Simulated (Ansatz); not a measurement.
## Geometry relaxation, with input and output: CH$_{5}$NSSi (part 2 of 2)

The same run, continued: CH$_{5}$NSSi; RKS r2SCAN-D4/STO-3G (Ansatz 0.2.0). It belongs to a series of runs on one base structure; here: end point B relaxed.

Geometry of the input (Å):
```
N  -0.8718  0.7325  -0.9332
Si 0.4897  0.1475  -0.2312
C  0.1780  -0.5338  1.4676
S  -0.4796  -1.9966  1.6552
H  -1.6080  0.0239  -1.0277
H  -0.7127  1.0616  -1.9050
H  -0.8786  -0.6557  1.2293
H  1.5048  1.2815  -0.2194
H  0.5739  0.0978  2.3616
```

### Trajectory as extended XYZ (Å, eV, eV/Å), 11 of the 33 frames kept, from step=1 to step=33
```
9
Properties=species:S:1:pos:R:3:forces:R:3 step=1 energy=-21068.93029
N    -0.8718    0.7325   -0.9332   -3.1239   1.6287  -1.9163
Si    0.4897    0.1475   -0.2312    6.6420  -0.4781   2.0816
C     0.1780   -0.5338    1.4676    4.7390   7.6434  -0.4120
S    -0.4796   -1.9966    1.6552   -1.8503 -10.5904   2.7539
H    -1.6080    0.0239   -1.0277   -1.0306  -0.5250  -0.0403
H    -0.7127    1.0616   -1.9050   -0.0348   0.3647  -0.2765
H    -0.8786   -0.6557    1.2293   -4.0051   3.6141  -0.7734
H     1.5048    1.2815   -0.2194   -1.2113  -0.4157   0.0221
H     0.5739    0.0978    2.3616   -0.1250  -1.2417  -1.4391
9
Properties=species:S:1:pos:R:3:forces:R:3 step=4 energy=-21071.81800
N    -0.8451    0.6748   -1.0518    0.1882  -0.0744   0.0974
Si    0.6446    0.1546   -0.2503   -0.0980   0.3040  -0.7803
C     0.1214   -0.5649    1.3923   -3.1725  -1.1698   1.2872
S    -0.5000   -2.2201    1.8101    0.7950   0.1866  -0.1875
H    -1.5719   -0.0681   -1.1760    0.0486  -0.0855  -0.0975
H    -0.7231    1.1254   -1.9876    0.0036   0.0550  -0.0182
H    -1.0064   -0.2502    1.5392    2.2522   0.7277  -0.4196
H     1.3235    1.4465   -0.0707   -0.0828   0.0335   0.1018
H     0.7528   -0.1394    2.1921    0.0657   0.0228   0.0167
9
Properties=species:S:1:pos:R:3:forces:R:3 step=7 energy=-21072.51221
N    -0.8539    0.5985   -1.1090    0.0070  -0.1338  -0.4481
Si    0.6020    0.0830   -0.2901   -0.1784  -0.2555   0.0718
C     0.0055   -0.6839    1.4864   -0.4713  -0.0581   0.7955
S    -0.4670   -2.2791    2.0331    0.2965   1.1557  -0.7882
H    -1.4574   -0.1648   -1.5020    0.0561   0.2444   0.0082
H    -0.7902    1.3553   -1.8376   -0.0530  -0.2320   0.3626
H    -0.8334    0.0776    1.5335    0.4596  -0.5646   0.0067
H     1.1442    1.4275    0.0069   -0.0392  -0.1068   0.0556
H     0.8460   -0.2553    2.0759   -0.0772  -0.0492  -0.0640
9
Properties=species:S:1:pos:R:3:forces:R:3 step=11 energy=-21072.71937
N    -0.8283    0.3972   -1.1744    0.3436  -0.0601   0.2059
Si    0.6203    0.2248   -0.2215   -0.2904   0.1121  -0.0260
C     0.0901   -0.6251    1.5475    0.0927   0.0851   0.1670
S    -0.9242   -1.9969    1.6510    0.0946   0.2531  -0.0533
H    -1.2795   -0.4240   -1.6266    0.0151  -0.0303   0.0074
H    -0.9597    1.2299   -1.7817   -0.0699   0.0586  -0.0316
H    -0.3895    0.3569    1.8136    0.0617  -0.2867  -0.0385
H     0.8046    1.6613    0.0970   -0.0175  -0.1190  -0.0834
H     1.0618   -0.6654    2.0923   -0.2300  -0.0129  -0.1476
9
Properties=species:S:1:pos:R:3:forces:R:3 step=14 energy=-21072.74775
N    -0.7602    0.3212   -1.2153    0.1997  -0.0562   0.1272
Si    0.6097    0.3426   -0.1701   -0.1631   0.0067  -0.1018
C     0.1108   -0.5987    1.5534    0.1317  -0.0867   0.1854
S    -1.1423   -1.7570    1.5494   -0.0549  -0.0049  -0.0632
H    -1.1148   -0.5524   -1.6497   -0.0612   0.0083   0.0111
H    -1.0574    1.1430   -1.7694   -0.0404   0.0815  -0.1359
H    -0.1509    0.3772    2.0217   -0.0203   0.0524  -0.0541
H     0.6202    1.7938    0.0953   -0.0244   0.0137   0.0183
H     1.0808   -0.9111    1.9819    0.0329  -0.0148   0.0130
9
Properties=species:S:1:pos:R:3:forces:R:3 step=17 energy=-21072.75821
N    -0.7246    0.2990   -1.2569    0.0553   0.0484   0.0691
Si    0.5712    0.4013   -0.1323   -0.0820  -0.0078  -0.0835
C     0.1326   -0.5994    1.5769    0.0948   0.0999   0.2310
S    -1.2317   -1.6352    1.5220    0.1557   0.1419   0.0264
H    -1.0771   -0.5939   -1.6469    0.0093  -0.0572  -0.0339
H    -1.0462    1.0959   -1.8363    0.0121   0.0049   0.0017
H    -0.0107    0.3691    2.1274    0.0186  -0.3059  -0.1200
H     0.4826    1.8523    0.1211   -0.0058   0.0006   0.0056
H     1.0995   -1.0305    1.9223   -0.2580   0.0753  -0.0963
9
Properties=species:S:1:pos:R:3:forces:R:3 step=20 energy=-21072.82467
N    -0.6753    0.2352   -1.3186   -0.0264  -0.5069  -0.4921
Si    0.4785    0.5070   -0.0760   -0.4653   0.3106   0.3978
C     0.1643   -0.5737    1.6101    0.7309  -0.0932   0.6730
S    -1.4290   -1.2494    1.6458    0.5933   0.4355  -0.0796
H    -0.7868   -0.6820   -1.8149    0.0646   0.5039   0.2313
H    -1.0772    1.0041   -1.8894    0.0392  -0.0792   0.0433
H     0.3616    0.2844    2.3379   -0.1486  -0.8511  -0.6806
H     0.1134    1.9168    0.2183    0.0713  -0.2815  -0.0842
H     1.0461   -1.2840    1.6840   -0.8591   0.5619  -0.0089
9
Properties=species:S:1:pos:R:3:forces:R:3 step=23 energy=-21073.38510
N    -0.5984    0.1533   -1.3688    0.1958  -0.0589  -0.0543
Si    0.2548    0.5854    0.0656   -0.9499  -0.0743   0.2698
C     0.2674   -0.5601    1.6235    0.3058  -0.0570  -0.0260
S    -1.4776   -0.6760    1.6523    0.5103   0.5233  -0.2247
H    -0.4947   -0.7281   -1.8951    0.1372  -0.0100  -0.0022
H    -1.0840    0.8736   -1.9302    0.0520  -0.0651   0.0612
H     0.7382    0.0754    2.4079    0.0071  -0.3024  -0.0753
H    -0.3074    1.9029    0.3587    0.0120  -0.1685   0.0681
H     0.8973   -1.4676    1.4833   -0.2702   0.2129  -0.0167
9
Properties=species:S:1:pos:R:3:forces:R:3 step=27 energy=-21074.94928
N    -0.5072    0.1411   -1.3987    0.2559   0.2719   0.3920
Si   -0.4320    0.5522    0.2763    1.2592   0.7389  -0.6819
C     0.3950   -0.5311    1.5730   -0.3542   0.3819  -0.7479
S    -1.4614   -0.4178    1.7452   -0.6338  -0.8564   1.2185
H    -0.2187   -0.7423   -1.8454   -0.1823   0.0307   0.2249
H    -1.0362    0.7565   -2.0326    0.0429  -0.1092  -0.1504
H     0.9816   -0.0961    2.3973   -0.1547   0.0623  -0.1582
H    -0.3122    2.0229    0.3730   -0.0760  -0.6820  -0.0697
H     0.7866   -1.5268    1.3092   -0.1570   0.1619  -0.0273
9
Properties=species:S:1:pos:R:3:forces:R:3 step=30 energy=-21075.19258
N    -0.2485    0.2006   -1.4225    0.1413   0.3933   0.0749
Si   -0.4340    0.6300    0.2742    0.1489  -0.1108   0.2622
C     0.3634   -0.5054    1.4763    0.0636  -0.0282   0.2124
S    -1.4895   -0.4992    1.6973    0.0586  -0.0128  -0.0721
H    -0.3927   -0.8258   -1.5558   -0.1914  -0.1748  -0.1278
H    -1.0129    0.6683   -1.9653   -0.1050  -0.1708  -0.2962
H     0.9318   -0.1120    2.3281   -0.0366   0.0178  -0.0042
H    -0.3138    2.0635    0.4192   -0.0056   0.0331  -0.0052
H     0.7919   -1.4613    1.1457   -0.0739   0.0532  -0.0441
9
Properties=species:S:1:pos:R:3:forces:R:3 step=33 energy=-21075.20738
N    -0.2503    0.2067   -1.4425   -0.0035  -0.0072  -0.0150
Si   -0.4095    0.6205    0.2735   -0.0019   0.0066   0.0135
C     0.3738   -0.5043    1.4988   -0.0039  -0.0061   0.0087
S    -1.4816   -0.5175    1.6737   -0.0102  -0.0026  -0.0058
H    -0.4446   -0.8188   -1.5764   -0.0019   0.0156   0.0045
H    -1.0209    0.6724   -1.9883    0.0064  -0.0080   0.0031
H     0.9174   -0.1013    2.3615    0.0086   0.0061  -0.0066
H    -0.3010    2.0557    0.4256    0.0026  -0.0052  -0.0009
H     0.8125   -1.4548    1.1712    0.0039   0.0008  -0.0015
```

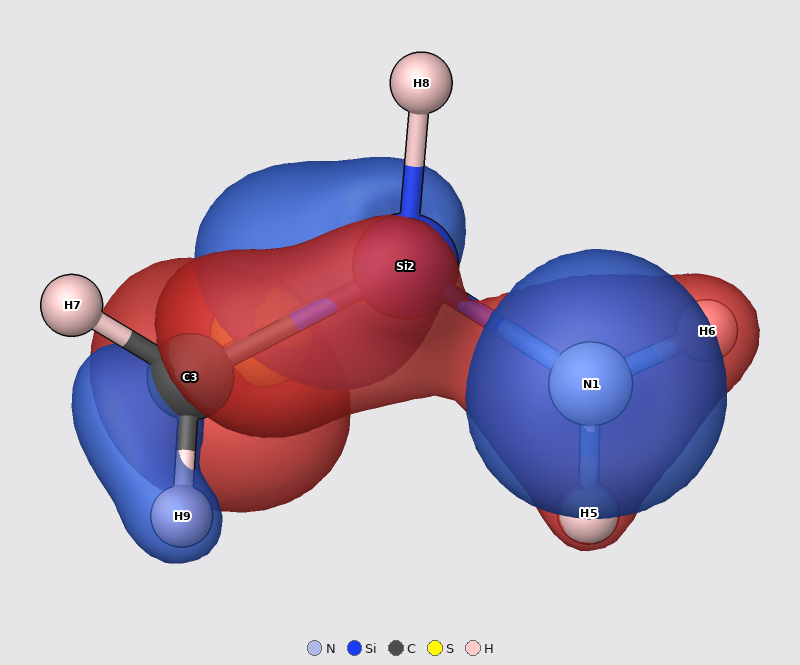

**Figure 1.** One frontier orbital at ±0.1 Å⁻³ᐟ² (blue and red are the two phases), seen face on. The HOMO−1, at −2.90 eV.

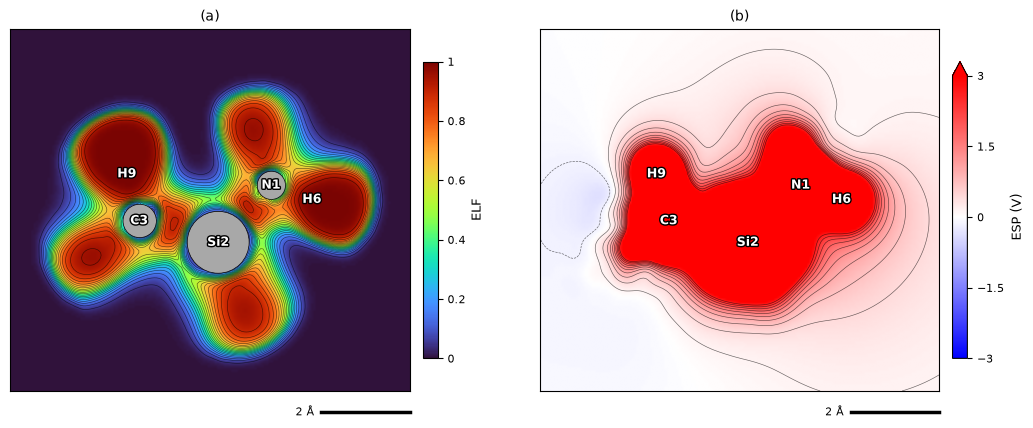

**Figure 2.** (a) electron localisation function; (b) electrostatic potential on the plane of atoms Si2, C3 and H9. Grey discs, where drawn, cover atomic cores. The plane passes through N, Si, C and H nuclei.

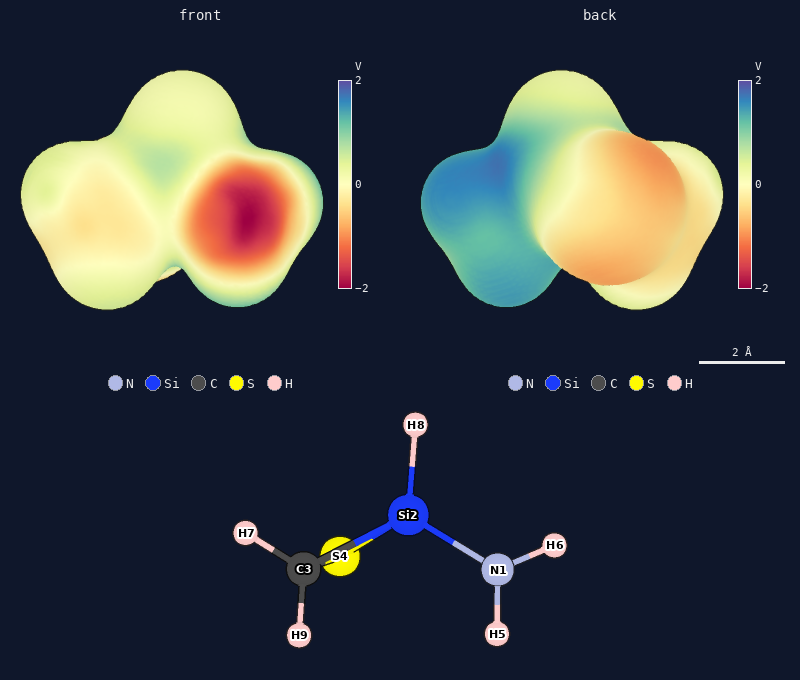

**Figure 3.** The electrostatic potential painted on the density surface at 0.002 e/bohr³, seen face on and from behind; the colour scale runs from red (negative) to blue (positive). The bare structure is drawn below in the same view.
